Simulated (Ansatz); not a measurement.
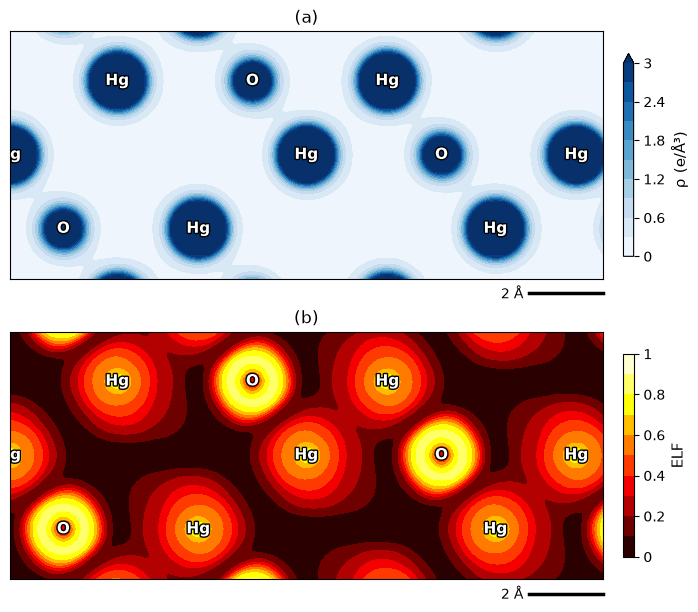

Figure. Hg$_{2}$O. (a) valence pseudo-density; (b) electron localisation function on the (110) plane of the conventional cell.

Space group R-3m; a structure generated by program, which may or may not match a known phase; computed pressure about −6 GPa in this cell.

Method: DFT PBEsol, scalar-relativistic, plane waves, PAW (Ansatz).

```
Hg O
1.0
     3.48207    0.00000    0.00000
    -1.74104    3.01556    0.00000
     0.00000    0.00000   15.42630
Hg O
6 3
Direct
  0.66667 0.33333 0.09525
  0.33333 0.66667 0.42859
  0.00000 0.00000 0.76192
  0.00000 0.00000 0.23808
  0.66667 0.33333 0.57141
  0.33333 0.66667 0.90475
  0.00000 0.00000 0.00000
  0.66667 0.33333 0.33333
  0.33333 0.66667 0.66667
```

**Describe what can be read from this map.**

The plane passes through Hg and O nuclei. Hg–O (2.49 Å): ρ is about 0.33 e/Å³ halfway; the ELF is about 0.15 at the midpoint; no shared electron pair shows on this line. Between the atoms the lowest density in this plane is 0.04 e/Å³. The features right at Hg lie inside the PAW spheres, where the map follows smoothed inner orbitals and isn't to be read closely.
